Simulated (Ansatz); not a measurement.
System: Ho2Sb2N.

Input file:

```
crystal:
  lattice:
    - [-1.6902117913, 3.8797414998, 4.4287730259]
    - [1.6902117913, -3.8797414998, 4.4287730259]
    - [1.6902117913, 3.8797414998, -4.4287730259]
  atoms:
    - { symbol: Ho, position: [0.799338061, 0.5, 0.299338061] }
    - { symbol: Ho, position: [0.200661939, 0.5, 0.700661939] }
    - { symbol: Sb, position: [0.3299686775, 0.8299686775, 0.5] }
    - { symbol: Sb, position: [0.6700313225, 0.1700313225, 0.5] }
    - { symbol: "N", position: [0.0, 0.0, 0.0] }
basis:
  ecutwfc: 690
kpoints:
  mp_grid: { grid: [10, 10, 10] }
hamiltonian:
  xc: pbe
  pseudopotentials:
    kind: paw
    azcp: { Ho: "pseudopotentials/pbe/nc/lanthanide_3plus/Ho.nc.azcp" }
scf:
  occupations: { method: gaussian, width: 0.1 }
output:
  forces: true
  stress: true
  eigenvalues: true
  write_density: true
  write_potential: true
  elf: true
  volumetric_format: npy
relax:
  adjacent_minimum: "off"
  f_tol: 0.01
  max_steps: 80
  cell: { stress_tol: 0.05 }
```

Run with:

```sh
ansatz run input.yaml --threads 1 --pin off --max-ram 2816MiB --backend cpu --events-out ev --progress --plain --runs-dir out
```

Below, planes, directions and counts refer to the conventional cell (a = 3.34 Å, b = 7.79 Å, c = 8.93 Å, α = 90.00°, β = 90.00°, γ = 90.00°).

The fields are those of the run's last geometry, not of the input's.

Space group Immm; a generated structure, not necessarily the stable one; computed without spin polarisation; no Hubbard U on the f states and no spin–orbit coupling.

All numbers below come from Ansatz, DFT PBE, scalar-relativistic, plane waves, PAW; 4f electrons in the core of a trivalent norm-conserving potential.

What can the converged valence pseudo-density and electron localisation function tell about the bonding?

Answer. Ho–Sb (3.32 Å): ρ at the midpoint is about 0.14 e/Å³; the ELF peaks at about 0.65 in the valence shell of Sb, 1.4 Å from its nucleus, and drops to about 0.10 between the two atoms.

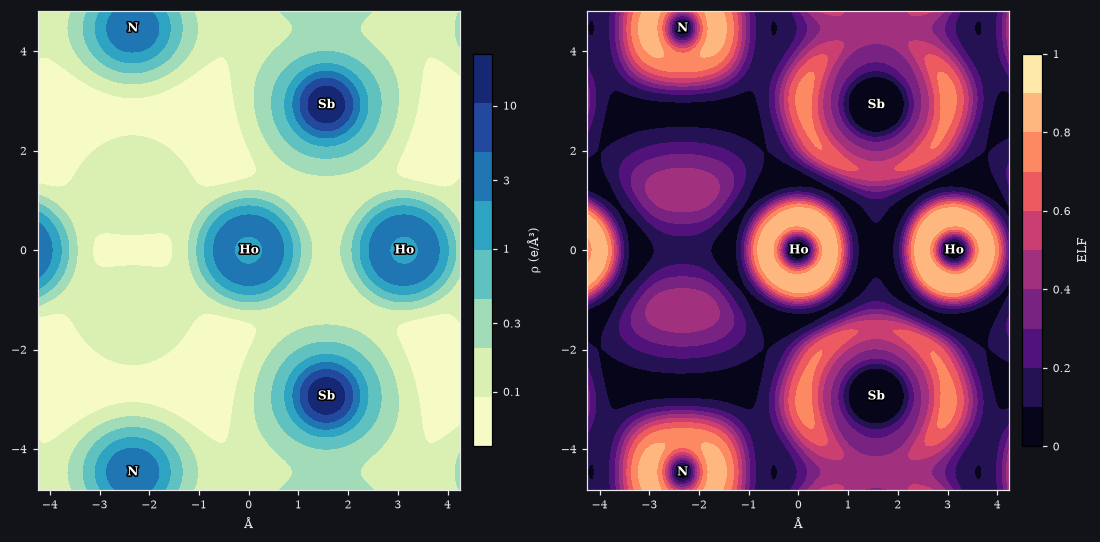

Computed valence pseudo-density and electron localisation function on the (100) plane of the conventional cell, in this order. 
